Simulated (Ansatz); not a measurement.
SiC3

Input file:

```
crystal:
  lattice:
    - [2.7964006865, 0.0, 0.0]
    - [0.0, 2.7964006865, 0.0]
    - [0.0, 0.0, 4.0900436056]
  atoms:
    - { symbol: C, position: [0.5, 0.0, 0.7862689763] }
    - { symbol: C, position: [0.5, 0.5, 0.0] }
    - { symbol: C, position: [0.0, 0.5, 0.2137310237] }
    - { symbol: Si, position: [0.0, 0.0, 0.5] }
kpoints:
  mp_grid: { grid: [10, 10, 6] }
  band_path:
    path:
      - [[0.0, 0.0, 0.0], [0.0, 0.5, 0.0], [0.5, 0.5, 1.797957750618e-33], [0.0, 0.0, 0.0], [-3.713560340094e-50, 0.0, 0.5], [-3.713560340094e-50, 0.5, 0.5], [0.5, 0.5, 0.5], [-3.713560340094e-50, 0.0, 0.5]]
      - [[0.0, 0.5, 0.0], [-3.713560340094e-50, 0.5, 0.5]]
      - [[0.5, 0.5, 1.797957750618e-33], [0.5, 0.5, 0.5]]
    npoints: 10
hamiltonian:
  xc: pbe
scf:
  occupations: { method: fermi_dirac, width: 0.02 }
  n_extra_bands: 5
output:
  forces: true
  stress: true
  eigenvalues: true
  write_density: true
  write_potential: true
  elf: true
  volumetric_format: npy
```

Run with:

```sh
ansatz run input.yaml --threads 2 --pin off --max-ram 2211MiB --backend cpu --events-out ev --progress --plain --runs-dir out
```

Below, planes, directions and counts refer to the conventional cell (a = 2.80 Å, b = 2.80 Å, c = 4.09 Å, α = 90.00°, β = 90.00°, γ = 90.00°).

Space group P-4m2; started from the ordered alloy on diamond lattice prototype, which need not be the ambient phase; not relaxed (largest force 0.3 eV/Å); computed pressure about 3 GPa in this cell.

Computed with Ansatz 0.2.0, DFT, PBE, plane waves, PAW.

> What will maps of the valence pseudo-density and electron localisation function show?

Si–C (1.82 Å): ρ is about 1 e/Å³ halfway; the ELF peaks at about 0.95 between the atoms: a covalent bond.

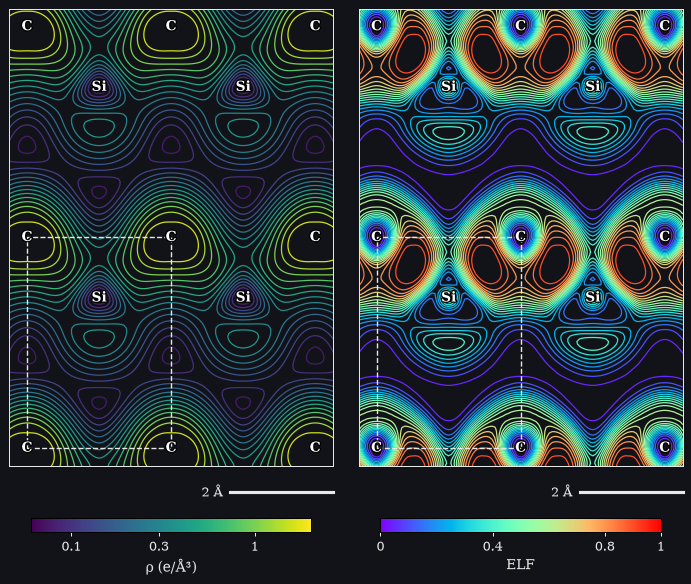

Computed valence pseudo-density and electron localisation function on the (010) plane of the conventional cell, in this order. 

Core electrons are frozen (PAW), and the valence fields are smoothed inside the atomic spheres.
